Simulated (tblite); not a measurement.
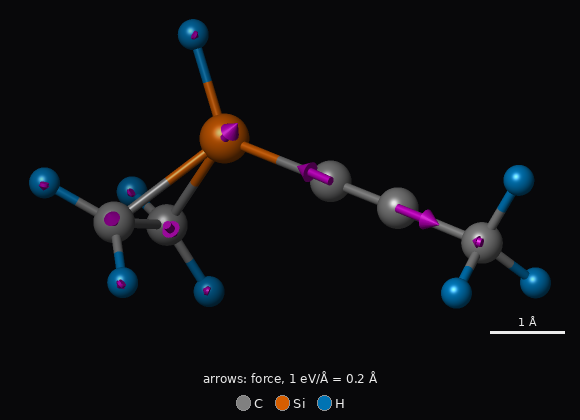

Starting geometry of C$_{5}$H$_{8}$Si with the computed forces as purple arrows. A ball-and-stick model, seen at a tilt.

Level of theory: GFN2-xTB geometry optimisation, gas phase in tblite. 

**Is this structure relaxed? If not, where do the atoms go?**

It isn't relaxed: the largest force vector, on a C atom, is 3.64 eV/Å. The final displacements have little in common with the starting forces (cosine between the two patterns 0.21). The largest moves after the best rigid fit, 0.24 Å, are those of H atoms. By element the largest moves are H 0.24 Å, Si 0.16 Å, C 0.09 Å. Near-neighbour distances that change, for instance: C–C 1.490 → 1.537 Å, C–Si 1.839 → 1.883 Å, C–C 1.480 → 1.445 Å, C–Si 1.857 → 1.832 Å. Bond angles that change, for instance: C–Si–H 110.4° → 120.1°, Si–C–H 113.4° → 120.4°, Si–C–H 114.5° → 120.2°. After 57 geometry steps the energy has fallen by 27.2 kJ/mol.
